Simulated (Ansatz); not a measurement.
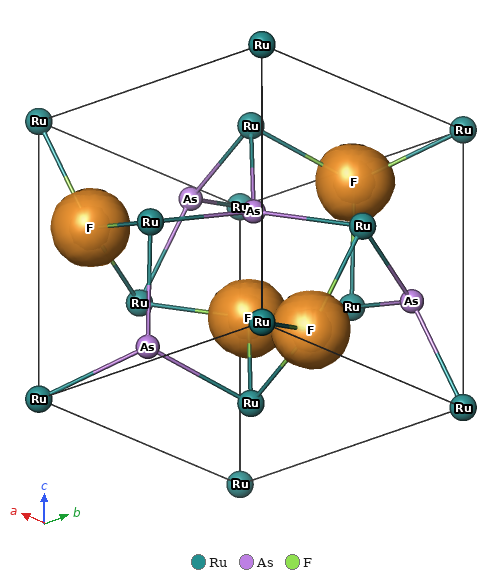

Figure. AsRuF. Isosurface of the ELF at 0.75 (orange), seen at an oblique angle. Core shells and regions of very low density are left out. Sticks mark near contacts.

Space group P2₁3; built by placing these elements on a known structure type; not relaxed (largest force 0.9 eV/Å); computed pressure about 30 GPa in this cell; computed without spin polarisation.

All numbers below come from DFT, PAW plane waves, r2SCAN (Ansatz 0.2.0).

In a PAW calculation such maps are meaningful between the atoms, not at the nuclei.

**What do the ELF domains correspond to?**

The surface consists of four regions wrapped around F (the valence shell of each), counted in one cell of 12 atoms. Regions shared between cells count once.

Values along the shortest contacts:
As–Ru (2.22 Å): the ELF is about 0.45 at the midpoint. Ru–F (2.22 Å): the ELF peaks at about 0.85 in the valence shell of F, 0.6 Å from its nucleus, and drops to about 0.05 between the two atoms: no shared electron pair shows on this line.
